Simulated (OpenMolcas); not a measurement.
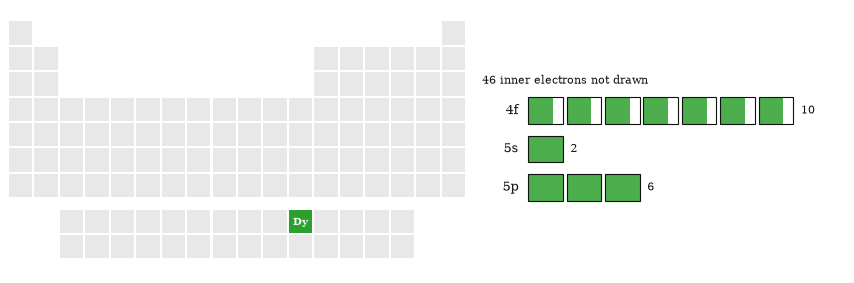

Fig. 1: Left, the place of dysprosium in the periodic table; right, the outer shells of the leading configuration of the lowest level: a box for each of the 2l + 1 orbitals, shaded by the share of the shell that is filled, with the electron count at the right.

**Multiconfigurational calculation: Dy²⁺ complex (part 1 of 2)**

System: Dy²⁺ with 6 ligands (Cl; octahedron, 3 Å), neutralised by 6 outer point charges of +0.67 e, whose field is part of the energies.
Method: state-averaged CASSCF, active space 10 electrons in the shell 4f, basis ANO-RCC-VTZP on the metal and ANO-RCC-VDZP on the ligands, DKH2 scalar Hamiltonian, spin-orbit coupling by RASSI with atomic mean-field integrals (OpenMolcas).

The program's output (extracts):
```
--- SEWARD ---
Basis set label: DY.ANO-RCC...8S7P5D3F2G1H.

      Electronic valence basis set:
      ------------------
      Associated Effective Charge  66.000000 au
      Associated Actual Charge     66.000000 au
      Nuclear Model: Point charge

      Shell  nPrim  nBasis  Cartesian Spherical Contaminant
         s      25       8        X
         p      22       7        X
         d      15       5                 X
         f      11       3                 X
         g       4       2                 X
         h       2       1                 X
                  Relativistic Douglas-Kroll-Hess integrals:
                    - DKH order of Hamiltonian: 2
                    - DKH order of Properties : 0
                  Atomic mean-field integrals
--- RASSCF ---
Wave function specifications:
      -----------------------------

      Number of closed shell electrons         162
      Number of electrons in active shells      10
      Max number of holes in RAS1 space          0
      Max nr of electrons in RAS3 space          0
      Number of inactive orbitals               81
      Number of active orbitals                  7
      Number of secondary orbitals             124
      Spin quantum number                      2.0
      State symmetry                             1
Orbital specifications:
      -----------------------

      Symmetry species                           1   2
                                                ag  au
      Frozen orbitals                            0   0
      Inactive orbitals                         42  39
      Active orbitals                            0   7
      RAS1 orbitals                              0   0
      RAS2 orbitals                              0   7
      RAS3 orbitals                              0   0
      Secondary orbitals                        63  61
      Deleted orbitals                           0   0
      Number of basis functions                105 107
      Number of CSFs                            35
      Number of root(s) required                35
      Iter CI   SX   CI       RASSCF       Energy    max ROT     max BLB   max BLB  Level Ln srch  Step   QN
          iter iter root      energy       change     param      element    value   shift minimum  type update
 Nr of preliminary CI iterations:   1
      Total energies have been shifted. Add               -14000.00 au
        1   1   16    0  -913.26778387    0.00E+00  -4.77E-02   17  82 2 -1.65E-01*  0.68   0.00    SX    NO
        2   1   14    0  -913.54292646   -2.75E-01* -1.92E-02   43  50 2  9.02E-02*  0.81   0.00    SX    NO
        3   1   16    0  -913.58104697   -3.81E-02*  1.98E-02   43  50 2 -8.75E-02*  0.63   0.00    SX    NO
        4   1   14    0  -913.58871156   -7.66E-03*  1.81E-02   43  50 2  8.81E-02*  0.78   0.00    SX    NO
        5   1   16    0  -913.59184397   -3.13E-03*  1.65E-02   43  50 2 -8.21E-02*  0.62   0.54    SX   YES
        6   1   14    0  -913.59505949   -3.22E-03* -1.35E-02   43  50 2  6.92E-02*  0.76   0.56    SX   YES
        7   1   15    0  -913.59737410   -2.31E-03*  1.12E-02   43  50 2 -5.44E-02*  0.65   0.56    SX   YES
        8   1   14    0  -913.59826544   -8.91E-04* -9.88E-03   43  50 2  4.91E-02*  0.74   0.54    SX   YES
        9   1   15    0  -913.59908929   -8.24E-04* -8.62E-03   43  50 2 -4.13E-02*  0.66   0.54    SX   YES
       10   1   14    0  -913.59944991   -3.61E-04* -4.00E-03   43  50 2  3.83E-02*  0.73   0.52    LS   YES
       11   1   12    0  -913.60112564   -1.68E-03* -5.76E-04   17  82 2 -1.45E-03*  0.70   1.02    QN   YES
       12   1   10    0  -913.60115256   -2.69E-05* -6.93E-04   17  82 2 -8.90E-04*  0.69   2.21    LS   YES
       13   1   11    0  -913.60116461   -1.21E-05*  1.99E-04   43  50 2 -1.17E-03*  0.69   1.04    QN   YES
       14   1    9    0  -913.60116787   -3.25E-06*  1.06E-04   42  45 1 -2.07E-04*  0.69   1.23    QN   YES
       15   1    8    0  -913.60116822   -3.56E-07* -6.85E-05   42  45 1 -1.10E-04*  0.69   1.39    QN   YES
       16   1    7    0  -913.60116831   -8.78E-08* -2.49E-05   43  50 2  4.40E-05   0.69   1.27    QN   YES
       17   1    6    0  -913.60116832   -1.15E-08*  5.28E-06   43  50 2  1.00E-05   0.69   1.24    QN   YES
       18   1    5    0  -913.60116832   -1.38E-09  -1.95E-06   11  76 2  5.18E-06   0.69   1.30    QN   YES
      Convergence after 18 iterations
       19   1    5    0  -913.60116832   -2.20E-10  -1.95E-06   10  54 2 -1.98E-06   0.69   1.30    QN   YES
      Natural orbitals and occupation numbers for root  1
      sym 2:   1.836644   1.000000   1.163356   1.163356   1.163356   1.836644   1.836644
      Natural orbitals and occupation numbers for root  2
      sym 2:   1.656985   1.017888   1.325252   1.576314   1.423211   1.423584   1.576767
      Natural orbitals and occupation numbers for root  3
      sym 2:   1.657586   1.324785   1.017924   1.575650   1.576838   1.423149   1.424069
::    RASSCF root number  1 Total energy: -14913.67565445
::    RASSCF root number  2 Total energy: -14913.67555369
::    RASSCF root number  3 Total energy: -14913.67555369
::    RASSCF root number  4 Total energy: -14913.67555369
::    RASSCF root number  5 Total energy: -14913.67547325
::    RASSCF root number  6 Total energy: -14913.67547325
::    RASSCF root number  7 Total energy: -14913.67529414
::    RASSCF root number  8 Total energy: -14913.67529414
::    RASSCF root number  9 Total energy: -14913.67529414
::    RASSCF root number 10 Total energy: -14913.67526867
::    RASSCF root number 11 Total energy: -14913.67523948
::    RASSCF root number 12 Total energy: -14913.67523948
::    RASSCF root number 13 Total energy: -14913.67523948
::    RASSCF root number 14 Total energy: -14913.60127418
::    RASSCF root number 15 Total energy: -14913.60127418
::    RASSCF root number 16 Total energy: -14913.60127418
::    RASSCF root number 17 Total energy: -14913.60116951
::    RASSCF root number 18 Total energy: -14913.60110327
::    RASSCF root number 19 Total energy: -14913.60110327
::    RASSCF root number 20 Total energy: -14913.60110327
::    RASSCF root number 21 Total energy: -14913.60105583
::    RASSCF root number 22 Total energy: -14913.55907209
::    RASSCF root number 23 Total energy: -14913.55907209
::    RASSCF root number 24 Total energy: -14913.55907209
::    RASSCF root number 25 Total energy: -14913.55879118
::    RASSCF root number 26 Total energy: -14913.55879118
::    RASSCF root number 27 Total energy: -14913.55856890
::    RASSCF root number 28 Total energy: -14913.55856890
::    RASSCF root number 29 Total energy: -14913.55856890
::    RASSCF root number 30 Total energy: -14913.55826163
--- RASSCF ---
Wave function specifications:
      -----------------------------

      Number of closed shell electrons         162
      Number of electrons in active shells      10
      Max number of holes in RAS1 space          0
      Max nr of electrons in RAS3 space          0
      Number of inactive orbitals               81
      Number of active orbitals                  7
      Number of secondary orbitals             124
      Spin quantum number                      1.0
      State symmetry                             1
Orbital specifications:
      -----------------------

      Symmetry species                           1   2
                                                ag  au
      Frozen orbitals                            0   0
      Inactive orbitals                         42  39
      Active orbitals                            0   7
      RAS1 orbitals                              0   0
      RAS2 orbitals                              0   7
      RAS3 orbitals                              0   0
      Secondary orbitals                        63  61
      Deleted orbitals                           0   0
      Number of basis functions                105 107
      Number of CSFs                           210
      Number of root(s) required               162
      Iter CI   SX   CI       RASSCF       Energy    max ROT     max BLB   max BLB  Level Ln srch  Step   QN
          iter iter root      energy       change     param      element    value   shift minimum  type update
 Nr of preliminary CI iterations:   1
        1   1    0    0-14913.50077204    0.00E+00   0.00E+00   42  49 2 -7.83E-03*  0.00   0.00    SX    NO
      Natural orbitals and occupation numbers for root  1
      sym 2:   1.419250   1.409226   1.448073   1.448110   1.419237   1.409728   1.446376
      Natural orbitals and occupation numbers for root  2
      sym 2:   1.447221   1.408511   1.410067   1.420818   1.444456   1.449430   1.419498
      Natural orbitals and occupation numbers for root  3
      sym 2:   1.449430   1.410070   1.419504   1.408506   1.420823   1.444445   1.447222
::    RASSCF root number  1 Total energy: -14913.58750008
::    RASSCF root number  2 Total energy: -14913.58750008
::    RASSCF root number  3 Total energy: -14913.58750008
::    RASSCF root number  4 Total energy: -14913.58749832
::    RASSCF root number  5 Total energy: -14913.58749832
::    RASSCF root number  6 Total energy: -14913.58749832
::    RASSCF root number  7 Total energy: -14913.58740580
::    RASSCF root number  8 Total energy: -14913.58739965
::    RASSCF root number  9 Total energy: -14913.58739965
::    RASSCF root number 10 Total energy: -14913.58739965
::    RASSCF root number 11 Total energy: -14913.58739501
::    RASSCF root number 12 Total energy: -14913.58739501
::    RASSCF root number 13 Total energy: -14913.58737223
::    RASSCF root number 14 Total energy: -14913.58737223
::    RASSCF root number 15 Total energy: -14913.58737223
::    RASSCF root number 16 Total energy: -14913.56293436
::    RASSCF root number 17 Total energy: -14913.56293436
::    RASSCF root number 18 Total energy: -14913.56293436
::    RASSCF root number 19 Total energy: -14913.56290881
::    RASSCF root number 20 Total energy: -14913.56290881
::    RASSCF root number 21 Total energy: -14913.56290881
::    RASSCF root number 22 Total energy: -14913.56280519
::    RASSCF root number 23 Total energy: -14913.56280519
::    RASSCF root number 24 Total energy: -14913.56279277
::    RASSCF root number 25 Total energy: -14913.56279277
::    RASSCF root number 26 Total energy: -14913.56279277
::    RASSCF root number 27 Total energy: -14913.55349359
::    RASSCF root number 28 Total energy: -14913.55349359
::    RASSCF root number 29 Total energy: -14913.55349359
::    RASSCF root number 30 Total energy: -14913.55348644
--- RASSCF ---
Wave function specifications:
      -----------------------------

      Number of closed shell electrons         162
      Number of electrons in active shells      10
      Max number of holes in RAS1 space          0
      Max nr of electrons in RAS3 space          0
      Number of inactive orbitals               81
      Number of active orbitals                  7
      Number of secondary orbitals             124
      Spin quantum number                      0.0
      State symmetry                             1
Orbital specifications:
      -----------------------

      Symmetry species                           1   2
                                                ag  au
      Frozen orbitals                            0   0
      Inactive orbitals                         42  39
      Active orbitals                            0   7
      RAS1 orbitals                              0   0
      RAS2 orbitals                              0   7
      RAS3 orbitals                              0   0
      Secondary orbitals                        63  61
      Deleted orbitals                           0   0
      Number of basis functions                105 107
      Number of CSFs                           196
      Number of root(s) required               162
      Iter CI   SX   CI       RASSCF       Energy    max ROT     max BLB   max BLB  Level Ln srch  Step   QN
          iter iter root      energy       change     param      element    value   shift minimum  type update
 Nr of preliminary CI iterations:   1
        1   1    0    0-14913.42620318    0.00E+00   0.00E+00   42  49 2 -1.36E-02*  0.00   0.00    SX    NO
      Natural orbitals and occupation numbers for root  1
      sym 2:   1.643845   1.124921   1.285882   1.311257   1.650818   1.286847   1.696430
      Natural orbitals and occupation numbers for root  2
      sym 2:   1.698013   1.124772   1.285850   1.311427   1.286883   1.650505   1.642551
      Natural orbitals and occupation numbers for root  3
      sym 2:   1.696171   1.124946   1.285944   1.311228   1.644158   1.286785   1.650769
::    RASSCF root number  1 Total energy: -14913.53372087
::    RASSCF root number  2 Total energy: -14913.53372087
::    RASSCF root number  3 Total energy: -14913.53372087
::    RASSCF root number  4 Total energy: -14913.53369187
::    RASSCF root number  5 Total energy: -14913.53369187
::    RASSCF root number  6 Total energy: -14913.53365425
::    RASSCF root number  7 Total energy: -14913.53365425
::    RASSCF root number  8 Total energy: -14913.53365425
::    RASSCF root number  9 Total energy: -14913.53363461
::    RASSCF root number 10 Total energy: -14913.53363461
::    RASSCF root number 11 Total energy: -14913.53363461
::    RASSCF root number 12 Total energy: -14913.53354159
::    RASSCF root number 13 Total energy: -14913.53348437
::    RASSCF root number 14 Total energy: -14913.53348437
::    RASSCF root number 15 Total energy: -14913.53348437
::    RASSCF root number 16 Total energy: -14913.53347217
::    RASSCF root number 17 Total energy: -14913.53347217
::    RASSCF root number 18 Total energy: -14913.51768586
::    RASSCF root number 19 Total energy: -14913.51768586
::    RASSCF root number 20 Total energy: -14913.51768586
::    RASSCF root number 21 Total energy: -14913.51726058
::    RASSCF root number 22 Total energy: -14913.51726058
::    RASSCF root number 23 Total energy: -14913.50546659
::    RASSCF root number 24 Total energy: -14913.50528433
::    RASSCF root number 25 Total energy: -14913.50528433
::    RASSCF root number 26 Total energy: -14913.50528433
::    RASSCF root number 27 Total energy: -14913.50514562
::    RASSCF root number 28 Total energy: -14913.50514562
::    RASSCF root number 29 Total energy: -14913.50492404
::    RASSCF root number 30 Total energy: -14913.50492404
```

(Continued in part 2.) Outcome of the run: converged.
